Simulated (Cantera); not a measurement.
Charge: 1 mol Si₂H₆, 3.8 mol HCl, 3.4 mol H₂, at 0.730 bar.

These are equilibrium values from Cantera (NASA tables, ideal gas, pure condensed phases), not measurements of a reactor. Candidate condensed phases: Si; 19 gas species. The feed counts by its element totals alone. The tables' values for SiCl₃, SiCl are old estimates; treat these amounts as uncertain. Equilibrium is a limit: real reactors are often held back by kinetics, nucleation or transport.

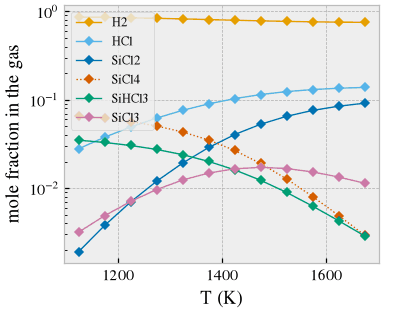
Fig. 1. Equilibrium gas composition (values under 1e-9 drawn at 1e-9)

Read off the mole fractions at 1275 K.

H₂ about 0.84, HCl about 0.062, SiCl₄ about 0.051, SiHCl₃ about 0.027, SiCl₂ about 0.012, SiCl₃ about 0.0097.
